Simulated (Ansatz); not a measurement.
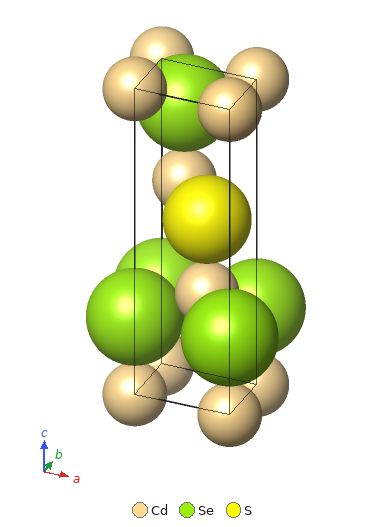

This space-filling model is shown slightly off an axis. The conventional unit cell is outlined; an atom on or near a face, edge or corner is repeated at each equivalent position.

Cd$_{3}$Se$_{2}$S, space group P3m1 (No. 156), a = 4.316 Å, b = 4.316 Å, c = 10.586 Å, α = 90.00°, β = 90.00°, γ = 120.00°. The structure was taken from a structure type filled with these elements by a generator (whether the compound takes this form wasn't checked). Earlier steps of the study may have refined or changed the cell and positions. An electronic-structure calculation with Ansatz was run on it.

This one geometry was computed with Ansatz (DFT, plane waves, PAW) at three levels of theory: LDA, r2SCAN and PBE.

**Which level gives the highest pressure at this volume, and what does that say about its equilibrium volume?**

Highest: PBE (0.0 GPa), which points to the largest equilibrium volume. Lowest, with the smallest volume: LDA (-4.5 GPa). Levels within 0.5 GPa of each other can't be told apart.

**How does the band gap change with the level of theory?**

LDA: a gap of 0.29 eV, direct; PBE: a gap of 0.56 eV, direct; r2SCAN: a gap of 1.02 eV, direct.

**Collect the results in a table.**

| level | cutoff (eV) | k-mesh of the run's cell | gap (eV) | pressure (GPa) |
| --- | --- | --- | --- | --- |
| LDA | 420 | 12×12×4 | 0.29 | -4.5 |
| r2SCAN | 500 | 12×12×4 | 1.02 | -1.5 |
| PBE | 420 | 12×12×4 | 0.56 | 0.0 |

Gaps are taken on the k-mesh or band path of each run.
